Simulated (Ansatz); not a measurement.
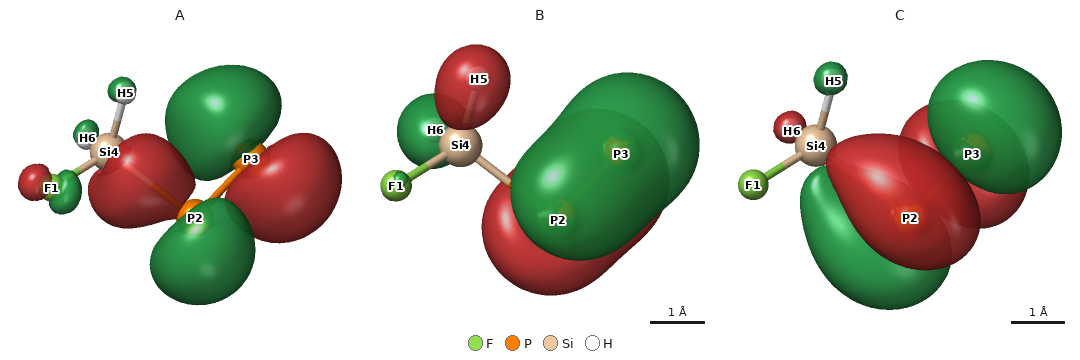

Figure 1: FH2P2Si (doublet). Three frontier orbitals at ±0.08 Å⁻³ᐟ² (green and red are the two phases), in no order.

Geometry: r2SCAN-D4/def2-SVP.

Theory: Ansatz, isolated molecule in a Gaussian basis; Kohn-Sham density functional theory, functional PBE0.

| atom | x (Å) | y (Å) | z (Å) |
| --- | --- | --- | --- |
| F | -0.9858 | -0.8629 | -0.0171 |
| P | -1.0489 | 1.0425 | -2.5859 |
| P | -1.6470 | 2.9529 | -2.5832 |
| Si | -1.3770 | 0.6810 | -0.3554 |
| H | -0.4848 | 1.5639 | 0.4423 |
| H | -2.8093 | 0.8765 | -0.0065 |

Q: Which picture is the HOMO−1, the HOMO and the LUMO? All are α orbitals.

A: B is the HOMO−1 (α) (−8.11 eV). By Hirshfeld shares it lies mainly on P3 (about 50 %) and P2 (about 40 %); π-bonding across P3–P2. A is the HOMO (α) (−6.53 eV). Its weight (Hirshfeld) is mainly on P3 (about 55 %), P2 (about 25 %) and Si4 (about 10 %); π-antibonding (π*) across P3–P2. C is the LUMO (α) (−3.35 eV). It lies mainly on P2 (about 45 %) and P3 (about 45 %); π-antibonding (π*) across P2–P3.

Q: What is the gap between the highest occupied and lowest empty α orbitals?

A: 3.18 eV between the orbital energies.
